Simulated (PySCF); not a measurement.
# CH2FNS (SMILES [H]/N=C(/F)S): HF/def2-TZVP

Aim: the vertical ionisation energy of CH2FNS at HF/def2-TZVP, from 2 runs. Input form: a Python script.

Program for the calculation: PySCF 2.14.0.

**1. The system as given**

The species is CH2FNS (6 atoms), meant as a singlet with charge 0. As SMILES, `[H]/N=C(/F)S`. Geometry: relaxed at PBE0-D4/def2-TZVP. This is one conformer, not always the lowest.

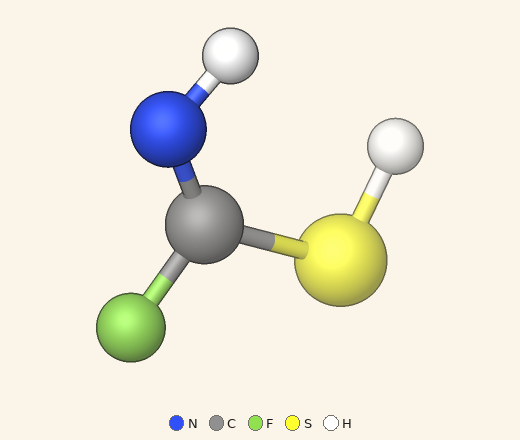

The structure, seen from a chosen angle (nitrogen blue, carbon grey, fluorine green, sulfur yellow, hydrogen white).

**2. The energy at HF/def2-TZVP**

Contents of geometry.xyz:

```xyz
6
CH2FNS
N      0.950900    -0.133600    -0.831100
C      0.296700    -0.460400     0.174500
F      0.690600    -1.513300     0.888300
S     -1.148300     0.183500     0.953900
H      0.576100     0.677000    -1.308300
H     -1.323900     1.182700     0.076600
```

Contents of run.py:

```python
# N=C(F)S
from pyscf import gto

mol = gto.Mole()
mol.atom = 'geometry.xyz'
mol.spin = 0
mol.verbose = 4
mol.basis = 'def2-tzvp'
mol.max_memory = 1860
mol.build()

hf = mol.RHF()
hf.conv_tol = 1e-10
hf.kernel()
if not hf.converged:
    hf = hf.newton().run(hf.mo_coeff, hf.mo_occ)

e_final = hf.e_tot
print(f'total energy: {e_final:.8f} hartree')
```

On the command line:

```sh
$ OMP_NUM_THREADS=1 python run.py
```

The log of the run:

```text
PySCF version 2.14.0

[... 64 lines left out ...]
converged SCF energy = -590.523502750984
total energy: -590.52350275 hartree
```

Wall time 5.4 s (1 thread of Arm Neoverse V2, shared host); peak memory 0.51 GiB.

**3. The doublet cation at the same level**

geometry.xyz is that of step 2.

Contents of calc.py:

```python
from pyscf import gto

mol = gto.M(
    atom='geometry.xyz',
    charge=1,
    basis='def2-tzvp',
    max_memory=1860,
    spin=1,
    verbose=3,
)

mf = mol.UHF()
mf.conv_tol = 1e-10
mf.kernel()
if not mf.converged:
    mf = mf.newton().run(mf.mo_coeff, mf.mo_occ)

energy = mf.e_tot
print('Final energy', energy)
```

On the command line:

```sh
$ OMP_NUM_THREADS=1 python calc.py
```

The log of the run:

```text
converged SCF energy = -590.179341832275  <S^2> = 0.96074266  2S+1 = 2.200675
Final energy -590.1793418322752
```

It took 11 s on 1 thread of Arm Neoverse V2, shared host; peak memory 0.51 GiB.

**4. What came out**

At HF/def2-TZVP:

| quantity | value |
| --- | --- |
| singlet CH2FNS: total energy | -590.52350 Eh |
| singlet CH2FNS: dipole moment | 3.32 D |
| singlet CH2FNS: HOMO energy | -10.82 eV |
| singlet CH2FNS: LUMO energy | 2.82 eV |
| singlet CH2FNS: HOMO–LUMO gap | 13.65 eV |
| doublet cation: total energy | -590.17934 Eh |
| doublet cation: HOMO energy (highest over α and β) | -18.95 eV |
| doublet cation: LUMO energy (lowest over α and β) | -8.10 eV |
| doublet cation: ⟨S²⟩ | 0.961 |
| vertical ionisation energy (to the doublet cation) | 9.365 eV |

In words: Removing an electron at fixed nuclei costs 9.37 eV (216 kcal/mol). The negative HOMO energy of the first species, 10.82 eV, lies 1.46 eV above that difference. Mulliken charges (singlet CH2FNS) run from -0.41 on N1 to +0.32 on C2. ⟨S²⟩ (doublet cation) is 0.96 where a pure doublet has 0.75: the reference is spin-contaminated. Mulliken charges (doublet cation) run from -0.18 on N1 to +0.52 on S4; they depend strongly on the basis.
